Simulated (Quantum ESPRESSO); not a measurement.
# MnSi: parallel and opposed starts, part 2 of 2

A self-consistent run ends on one state, which hangs on the start. Several orders of MnSi are started in Quantum ESPRESSO and their energies compared.

Quantum ESPRESSO 7.5; PBE; plane waves with GBRV 1.5 PBE potentials, no spin-orbit coupling.

So far. Step 3 (Run 2, typed as antiferro q=(1/2,1/2,1/2) +−+−+−+−): After 40 cycles the residual stands at 1.4e-6. Step 4 (Run 3, typed as antiferro q=(0,0,1/2) +−+−+−−+): After 31 cycles the residual stands at 0.0080.

The database entry behind the starting cell differs from later determinations by our own check (0.1 to 0.3 % short, probably kX units), so it need not match the best structure at ambient conditions.

## 5. Run 4 (antiferro q=(0,0,1/2) +−+−−++−)

This order needs a doubled cell of 16 atoms.

pw.in

```
&CONTROL
  calculation = 'scf'
  prefix = 'pwscf'
  outdir = './tmp'
  pseudo_dir = './pseudo'
  disk_io = 'nowf'
/
&SYSTEM
  ibrav = 0
  celldm(1) = 8
  nat = 16
  ntyp = 3
  ecutwfc = 40
  ecutrho = 280
  nbnd = 96
  occupations = 'smearing'
  smearing = 'fd'
  degauss = 0.0110248
  nspin = 2
  starting_magnetization(1) = 0.2333
  starting_magnetization(2) = -0.2333
  starting_magnetization(3) = 0
/
&ELECTRONS
  conv_thr = 3.2d-08
  electron_maxstep = 150
  mixing_beta = 0.3
/
ATOMIC_SPECIES
Mn1    54.9380 mn_pbe_v1.5.uspp.F.UPF
Mn2    54.9380 mn_pbe_v1.5.uspp.F.UPF
Si     28.0850 si_pbe_v1.uspp.F.UPF
CELL_PARAMETERS alat
   1.0743093018498    0.0000000000000    0.0000000000000
   0.0000000000000    1.0743093018498    0.0000000000000
   0.0000000000000    0.0000000000000    2.1486186036995
ATOMIC_POSITIONS crystal
Mn1     0.1380000000    0.1380000000    0.0690000000
Mn2     0.1380000000    0.1380000000    0.5690000000
Mn1     0.3620000000    0.8620000000    0.3190000000
Mn2     0.3620000000    0.8620000000    0.8190000000
Mn2     0.6380000000    0.3620000000    0.4310000000
Mn1     0.6380000000    0.3620000000    0.9310000000
Mn1     0.8620000000    0.6380000000    0.1810000000
Mn2     0.8620000000    0.6380000000    0.6810000000
Si      0.8460000000    0.8460000000    0.4230000000
Si      0.8460000000    0.8460000000    0.9230000000
Si      0.6540000000    0.1540000000    0.1730000000
Si      0.6540000000    0.1540000000    0.6730000000
Si      0.3460000000    0.6540000000    0.0770000000
Si      0.3460000000    0.6540000000    0.5770000000
Si      0.1540000000    0.3460000000    0.3270000000
Si      0.1540000000    0.3460000000    0.8270000000
K_POINTS automatic
8 8 4 0 0 0
```

Started as:

```bash
$ OMP_NUM_THREADS=1 mpirun -n 8 pw.x -nk 8 -in pw.in > pw.out
```

Log:

```text
     [... lines left out ...]
Program PWSCF v.7.5 starts
     [... lines left out ...]
     number of atoms/cell      =           16
     [... lines left out ...]
     number of electrons       =       152.00
     number of Kohn-Sham states=           96
     kinetic-energy cutoff     =      40.0000  Ry
     charge density cutoff     =     280.0000  Ry
     scf convergence threshold =      3.2E-08
     [... lines left out ...]
      2 Sym. Ops. (no inversion) found ( 1 have fractional translation)
     [... lines left out ...]
     number of k points=    90  Fermi-Dirac smearing, width (Ry)=  0.0110
     [... lines left out ...]
     iteration # 26     ecut=    40.00 Ry     beta= 0.30
     [... lines left out ...]
[key lines of the parts left out:]
total energy              =   -1766.99531418 Ry
total magnetization       =     0.01 Bohr mag/cell
```

Run time: 13 min. Hardware: 8 MPI ranks of Arm Neoverse V2, shared host; peak memory 2.8 GiB.

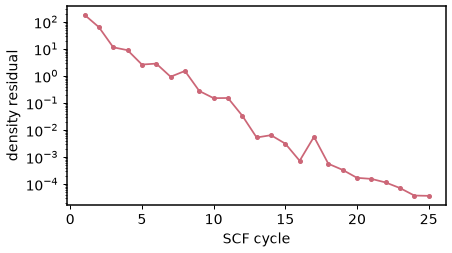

Residual by cycle in this run.

The run was cut off at its time limit.

After 25 cycles the residual stands at 3.7e-5.

## 6. Run 5 (antiferro q=(0,1/2,1/2) +−+−−++−)

The cell is doubled to 16 atoms to hold this order.

pw.in

```
&CONTROL
  calculation = 'scf'
  prefix = 'pwscf'
  outdir = './tmp'
  pseudo_dir = './pseudo'
  disk_io = 'nowf'
/
&SYSTEM
  ibrav = 0
  celldm(1) = 8
  nat = 16
  ntyp = 3
  ecutwfc = 40
  ecutrho = 280
  nbnd = 96
  occupations = 'smearing'
  smearing = 'fd'
  degauss = 0.0110248
  nspin = 2
  starting_magnetization(1) = 0.2333
  starting_magnetization(2) = -0.2333
  starting_magnetization(3) = 0
/
&ELECTRONS
  conv_thr = 3.2d-08
  electron_maxstep = 150
  mixing_beta = 0.3
/
ATOMIC_SPECIES
Mn1    54.9380 mn_pbe_v1.5.uspp.F.UPF
Mn2    54.9380 mn_pbe_v1.5.uspp.F.UPF
Si     28.0850 si_pbe_v1.uspp.F.UPF
CELL_PARAMETERS alat
   1.0743093018498    0.0000000000000    0.0000000000000
   0.0000000000000    2.1486186036995    0.0000000000000
   0.0000000000000    1.0743093018498    1.0743093018498
ATOMIC_POSITIONS crystal
Mn1     0.1380000000    0.0000000000    0.1380000000
Mn2     0.1380000000    0.5000000000    0.1380000000
Mn1     0.3620000000    0.1120000000    0.6380000000
Mn2     0.3620000000    0.6120000000    0.6380000000
Mn2     0.6380000000    0.7500000000    0.8620000000
Mn1     0.6380000000    0.2500000000    0.8620000000
Mn1     0.8620000000    0.1380000000    0.3620000000
Mn2     0.8620000000    0.6380000000    0.3620000000
Si      0.8460000000    0.0000000000    0.8460000000
Si      0.8460000000    0.5000000000    0.8460000000
Si      0.6540000000    0.9040000000    0.3460000000
Si      0.6540000000    0.4040000000    0.3460000000
Si      0.3460000000    0.2500000000    0.1540000000
Si      0.3460000000    0.7500000000    0.1540000000
Si      0.1540000000    0.8460000000    0.6540000000
Si      0.1540000000    0.3460000000    0.6540000000
K_POINTS automatic
8 4 8 0 0 0
```

Log:

```text
     [... lines left out ...]
Program PWSCF v.7.5 starts
     [... lines left out ...]
     number of atoms/cell      =           16
     [... lines left out ...]
     number of electrons       =       152.00
     number of Kohn-Sham states=           96
     kinetic-energy cutoff     =      40.0000  Ry
     charge density cutoff     =     280.0000  Ry
     scf convergence threshold =      3.2E-08
     [... lines left out ...]
      2 Sym. Ops. (no inversion) found ( 1 have fractional translation)
     [... lines left out ...]
     number of k points=    90  Fermi-Dirac smearing, width (Ry)=  0.0110
     [... lines left out ...]
     iteration # 19     ecut=    40.00 Ry     beta= 0.30
     [... lines left out ...]
[key lines of the parts left out:]
total energy              =   -1766.99341464 Ry
total magnetization       =    -0.01 Bohr mag/cell
```

The job ended after 10 min (8 MPI ranks; peak memory 3 GiB).

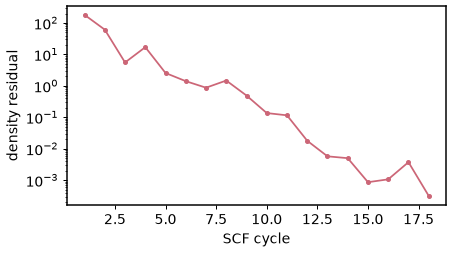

Residual by cycle in this run.

The run was cut off at its time limit.

After 18 cycles the residual stands at 3.2e-4.

## 7. Run 6 (antiferro ++−−)

pw.in

```
&CONTROL
  calculation = 'scf'
  prefix = 'pwscf'
  outdir = './tmp'
  pseudo_dir = './pseudo'
  disk_io = 'nowf'
/
&SYSTEM
  ibrav = 0
  celldm(1) = 8
  nat = 8
  ntyp = 3
  ecutwfc = 40
  ecutrho = 280
  nbnd = 50
  occupations = 'smearing'
  smearing = 'fd'
  degauss = 0.0110248
  nspin = 2
  starting_magnetization(1) = 0.2333
  starting_magnetization(2) = -0.2333
  starting_magnetization(3) = 0
/
&ELECTRONS
  conv_thr = 1.6d-08
  electron_maxstep = 150
  mixing_beta = 0.3
/
ATOMIC_SPECIES
Mn1    54.9380 mn_pbe_v1.5.uspp.F.UPF
Mn2    54.9380 mn_pbe_v1.5.uspp.F.UPF
Si     28.0850 si_pbe_v1.uspp.F.UPF
CELL_PARAMETERS alat
   1.0743093018498    0.0000000000000    0.0000000000000
   0.0000000000000    1.0743093018498    0.0000000000000
   0.0000000000000    0.0000000000000    1.0743093018498
ATOMIC_POSITIONS crystal
Mn1     0.1380000000    0.1380000000    0.1380000000
Mn1     0.3620000000    0.8620000000    0.6380000000
Mn2     0.6380000000    0.3620000000    0.8620000000
Mn2     0.8620000000    0.6380000000    0.3620000000
Si      0.8460000000    0.8460000000    0.8460000000
Si      0.6540000000    0.1540000000    0.3460000000
Si      0.3460000000    0.6540000000    0.1540000000
Si      0.1540000000    0.3460000000    0.6540000000
K_POINTS automatic
8 8 8 0 0 0
```

Log:

```text
     [... lines left out ...]
Program PWSCF v.7.5 starts
     [... lines left out ...]
     number of atoms/cell      =            8
     [... lines left out ...]
     number of electrons       =        76.00
     number of Kohn-Sham states=           50
     kinetic-energy cutoff     =      40.0000  Ry
     charge density cutoff     =     280.0000  Ry
     scf convergence threshold =      1.6E-08
     [... lines left out ...]
      2 Sym. Ops. (no inversion) found ( 1 have fractional translation)
     [... lines left out ...]
     number of k points=   170  Fermi-Dirac smearing, width (Ry)=  0.0110
     [... lines left out ...]
     iteration #  8     ecut=    40.00 Ry     beta= 0.30
     [... lines left out ...]
[key lines of the parts left out:]
total energy              =    -883.48150107 Ry
total magnetization       =     0.02 Bohr mag/cell
```

Elapsed: 82 s, on 8 MPI ranks; peak memory 1.5 GiB.

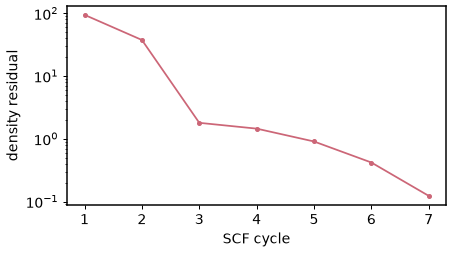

Residual by cycle in this run.

The run was cut off at its time limit.

After 7 cycles the residual stands at 0.12.

## 8. Summary of results

| Item | Value |
| --- | --- |
| state of the parallel start | ferromagnetic (from ferro ++++) |
| largest site moment | 0.990 μB |

What this shows: No opposed start converged, so the orders are not ranked. Energies are free energies at an electronic temperature of 1740 K, which lowers moments and differences where the moments are itinerant.

[Logs and program files are shortened in this print: banners, set-up blocks, solver, clock and traceback lines can be left out without a mark of their own.]

[Logs are printed without paths, hosts, clocks, repeated set-up lines and the standing remarks that a program may print on its own settings, such as how far it seeks lower states.]

[Hosts, paths, dates, database ids (printed as entryN), source tags and the programs' standing remarks are cut or masked in the printed files.]

[Where a cell is said to come from a database of computed structures, the database is the Materials Project.]
